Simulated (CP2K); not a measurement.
# CH6BFOSi (SMILES O[SiH2]CBF): IPEA1-xTB

What is the vertical ionisation energy of CH6BFOSi at IPEA1-xTB? 

Program for the calculation: CP2K 2026.2.

5 further runs of the same task are left out: 2 that didn't finish, 3 set aside as unsound or not needed.

**1. Starting point**

The species is CH6BFOSi (11 atoms), meant as a singlet with charge 0. As SMILES, `O[SiH2]CBF`. The coordinates come from a GFN2-xTB relaxation. This is one conformer, not always the lowest.

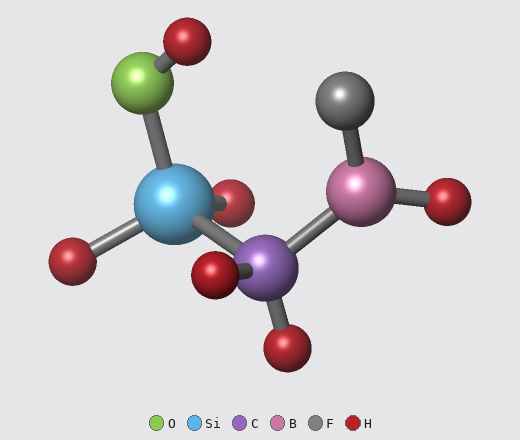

Viewed from a chosen angle; oxygen green, silicon blue, carbon purple, boron pink, fluorine grey, hydrogen red.

**2. Energy and gradient at IPEA1-xTB**

Input file molecule.inp:

```
&GLOBAL
  PROJECT molecule
  RUN_TYPE ENERGY_FORCE
  PRINT_LEVEL MEDIUM
&END

&FORCE_EVAL
  METHOD QUICKSTEP
  &DFT
    CHARGE 0
    MULTIPLICITY 1
    &QS
      METHOD XTB
      EPS_DEFAULT 1.0E-10
      &XTB
        GFN_TYPE TBLITE
        &TBLITE
          METHOD IPEA1
        &END
        CHECK_ATOMIC_CHARGES F
      &END
    &END
    &POISSON
      PERIODIC NONE
      POISSON_SOLVER ANALYTIC
    &END
    &SCF
      SCF_GUESS ATOMIC
      EPS_SCF 1.0E-06
      MAX_SCF 150
      ADDED_MOS 4
      &DIAGONALIZATION
        ALGORITHM STANDARD
      &END
      &MIXING
        METHOD DIRECT_P_MIXING
        ALPHA 0.4
      &END
      &SMEAR ON
        METHOD FERMI_DIRAC
        ELECTRONIC_TEMPERATURE [K] 300
      &END
    &END
    &PRINT
      &MOMENTS
        PERIODIC F
        REFERENCE COM
        MAX_MOMENT 1
      &END
      &MO ON
        ENERGIES T
        OCCUPATION_NUMBERS T
        NDIGITS 6
        &EACH
          QS_SCF 0
        &END
        ADD_LAST NUMERIC
      &END
      &HIRSHFELD OFF
      &END
    &END
  &END
  &SUBSYS
    &CELL
      ABC [angstrom] 13.9 13.9 14.3
      PERIODIC NONE
    &END
    &COORD
      O     -1.900580    -0.243070     0.554560
      Si    -0.457820    -0.971550     0.672160
      C      0.946710     0.271760     0.236530
      B      0.625730     0.854820    -1.157560
      F     -0.355430     1.750360    -1.259700
      H     -2.036700     0.505530    -0.022930
      H     -0.394640    -2.119330    -0.235440
      H     -0.352570    -1.354390     2.075230
      H      0.918480     1.029420     1.018500
      H      1.902300    -0.238300     0.294140
      H      1.104510     0.514770    -2.175480
    &END
    &TOPOLOGY
      &CENTER_COORDINATES
      &END
    &END
  &END
  &PRINT
    &FORCES ON
    &END
  &END
&END
```

Command:

```
OMP_NUM_THREADS=1 cp2k.psmp -i molecule.inp > molecule.out 2>&1
```

The log of the run:

```text
CP2K| version string:                                       CP2K version 2026.2
[...]
 GLOBAL| Method name                                                        CP2K
[...]
 GLOBAL| Run type                                                   ENERGY_FORCE
[...]
                             - Atoms:                                         11
[...]
                             - Spherical basis functions:                     41
[...]
 Number of electrons:                                                         30
[...]
  *** SCF run converged in    15 steps ***
[...]
  Fermi energy:                                                -0.28151334338918
[...]
 TB_DIPOLE| Moment [Debye]          0.41407272      -0.31906416       0.70812219
 TB_DIPOLE| Derivative [a.u.]       0.00000000       0.00000000       0.00000000
[...]
 ENERGY| Total FORCE_EVAL ( QS ) energy [hartree]            -19.566535159873904
 FORCES| Atomic forces [hartree/bohr]
 FORCES|   Atom     x               y               z               |f|
 FORCES|      1  3.49355374E-02 -3.05883176E-03 -7.47664895E-03   3.58573355E-02
 FORCES|      2 -2.90040715E-02 -9.31606755E-03  6.50034159E-03   3.11493133E-02
 FORCES|      3  1.21276056E-03 -3.12445859E-03 -1.08914922E-03   3.52409927E-03
 FORCES|      4 -1.96134657E-03 -2.34911221E-05 -1.04109291E-03   2.22065455E-03
 FORCES|      5 -2.35439744E-03  4.38722219E-03  1.01984526E-03   5.08241972E-03
 FORCES|      6 -1.73453705E-02 -4.91663773E-04  4.36742033E-03   1.78935176E-02
 FORCES|      7  5.84476190E-04  8.45951021E-03  1.02804178E-02   1.33263617E-02
 FORCES|      8 -4.81111408E-04  3.15400179E-04 -1.16467887E-02   1.16609877E-02
 FORCES|      9 -9.74684704E-04  7.05709328E-03  7.88060501E-03   1.06233945E-02
 FORCES|     10  1.14254012E-02 -2.20450222E-03  6.80708854E-04   1.16560279E-02
 FORCES|     11  3.96280681E-03 -2.00021085E-03 -9.47565902E-03   1.04638805E-02
 FORCES| Sum    -1.74339709E-16  2.15105711E-16  1.68268177E-16
 FORCES| Total atomic force                                       3.24004600E-16
[...]
```

It took 0.5 s on 1 thread of Arm Neoverse N1, shared host; peak memory 0.14 GiB.

**3. The doublet cation, same level**

Input file gas.inp:

```
&GLOBAL
 PROJECT gas
 RUN_TYPE ENERGY_FORCE
 PRINT_LEVEL MEDIUM
&END GLOBAL

&FORCE_EVAL
 METHOD Quickstep
 &DFT
  CHARGE 1
  MULTIPLICITY 2
  SPIN_POLARIZED T
  &QS
   METHOD XTB
   EPS_DEFAULT 1.0E-10
   &XTB
    GFN_TYPE TBLITE
    &TBLITE
     METHOD IPEA1
    &END TBLITE
    CHECK_ATOMIC_CHARGES F
   &END XTB
  &END QS
  ! cluster boundary conditions
  &POISSON
   PERIODIC NONE
   POISSON_SOLVER ANALYTIC
  &END POISSON
  ! SCF settings
  &SCF
   SCF_GUESS ATOMIC
   EPS_SCF 1.0E-06
   MAX_SCF 150
   ADDED_MOS 4
   &DIAGONALIZATION
    ALGORITHM STANDARD
   &END DIAGONALIZATION
   &MIXING
    METHOD DIRECT_P_MIXING
    ALPHA 0.4
   &END MIXING
   &SMEAR ON
    METHOD FERMI_DIRAC
    ELECTRONIC_TEMPERATURE [K] 300
   &END SMEAR
  &END SCF
  ! extra output
  &PRINT
   &MOMENTS
    PERIODIC F
    REFERENCE COM
    MAX_MOMENT 1
   &END MOMENTS
   &MO ON
    ENERGIES T
    OCCUPATION_NUMBERS T
    NDIGITS 6
    &EACH
     QS_SCF 0
    &END EACH
    ADD_LAST NUMERIC
   &END MO
   &HIRSHFELD OFF
   &END HIRSHFELD
  &END PRINT
 &END DFT
 ! atoms, cell and kinds
 &SUBSYS
  ! vacuum box
  &CELL
   ABC 13.9 13.9 14.3
   PERIODIC NONE
  &END CELL
  &COORD
   O     -1.900580    -0.243070     0.554560
   Si    -0.457820    -0.971550     0.672160
   C      0.946710     0.271760     0.236530
   B      0.625730     0.854820    -1.157560
   F     -0.355430     1.750360    -1.259700
   H     -2.036700     0.505530    -0.022930
   H     -0.394640    -2.119330    -0.235440
   H     -0.352570    -1.354390     2.075230
   H      0.918480     1.029420     1.018500
   H      1.902300    -0.238300     0.294140
   H      1.104510     0.514770    -2.175480
  &END COORD
  &TOPOLOGY
   &CENTER_COORDINATES
   &END CENTER_COORDINATES
  &END TOPOLOGY
 &END SUBSYS
 &PRINT
  &FORCES ON
  &END FORCES
 &END PRINT
&END FORCE_EVAL
```

Command:

```
OMP_NUM_THREADS=1 cp2k.psmp gas.inp > gas.out
```

The log of the run:

```text
CP2K| version string:                                       CP2K version 2026.2
[...]
 GLOBAL| Method name                                                        CP2K
[...]
 GLOBAL| Run type                                                   ENERGY_FORCE
[...]
                             - Atoms:                                         11
[...]
                             - Spherical basis functions:                     41
[...]
 Number of electrons:                                                         15
[...]
  *** SCF run converged in    22 steps ***
[...]
  Fermi energy:                                                -0.62080232720610
[...]
 TB_DIPOLE| Moment [Debye]          2.36091230      -2.17573868       1.61336069
 TB_DIPOLE| Derivative [a.u.]       0.00000000       0.00000000       0.00000000
[...]
 ENERGY| Total FORCE_EVAL ( QS ) energy [hartree]            -19.031397209737115
 FORCES| Atomic forces [hartree/bohr]
 FORCES|   Atom     x               y               z               |f|
 FORCES|      1  5.23172159E-02 -8.55234483E-03 -7.57504001E-03   5.35501159E-02
 FORCES|      2 -5.35100763E-02 -1.23357626E-02  2.95178589E-03   5.49928391E-02
 FORCES|      3  2.27316995E-02  2.92038238E-03  8.56011828E-03   2.44649631E-02
 FORCES|      4 -3.67292991E-02  1.73238436E-02 -1.97314120E-02   4.51495913E-02
 FORCES|      5  1.49003986E-02 -1.08456037E-02  4.87459459E-03   1.90633332E-02
 FORCES|      6 -2.33571058E-02  2.47644102E-03  3.64640386E-03   2.37693798E-02
 FORCES|      7  2.45968096E-03  6.90833039E-03  5.66596035E-03   9.26704731E-03
 FORCES|      8  4.22615578E-03  3.68357768E-03 -5.16157876E-03   7.62043519E-03
 FORCES|      9 -4.62528862E-04  7.10204200E-03  7.40584338E-03   1.02712925E-02
 FORCES|     10  6.84340506E-03 -8.14748475E-03  5.13072426E-03   1.18126217E-02
 FORCES|     11  1.05804543E-02 -5.33421216E-04 -5.76739985E-03   1.20620667E-02
 FORCES| Sum     2.72351586E-16  1.75640752E-17 -1.77809156E-16
 FORCES| Total atomic force                                       3.25729917E-16
[...]
```

It took 0.54 s on 1 thread of Arm Neoverse N1, shared host; peak memory 0.14 GiB.

**4. Summary of results**

At IPEA1-xTB:

| quantity | value |
| --- | --- |
| singlet CH6BFOSi: total energy | -19.56654 Eh |
| singlet CH6BFOSi: dipole moment (from atomic charges alone) | 0.88 D |
| singlet CH6BFOSi: HOMO energy | -12.24 eV |
| singlet CH6BFOSi: LUMO energy | -6.76 eV |
| singlet CH6BFOSi: HOMO–LUMO gap | 5.47 eV |
| singlet CH6BFOSi: largest force on an atom | 1.844 eV/Å |
| doublet cation: total energy | -19.03140 Eh |
| doublet cation: HOMO energy (highest over α and β) | -16.94 eV |
| doublet cation: LUMO energy (lowest over α and β) | -16.85 eV |
| doublet cation: largest force on an atom | 2.828 eV/Å |
| vertical ionisation energy (to the doublet cation) | 14.562 eV |

Removing an electron at fixed nuclei costs 14.56 eV (1405 kJ/mol). The largest force (singlet CH6BFOSi) is 1.84 eV/Å: the shape isn't a stationary point for this species at this level. xTB total energies overstate such differences by several eV unless an empirical shift is taken off; none is applied here. The dipole (singlet CH6BFOSi) comes from point charges on the atoms alone, without atomic dipoles, so it is partial.
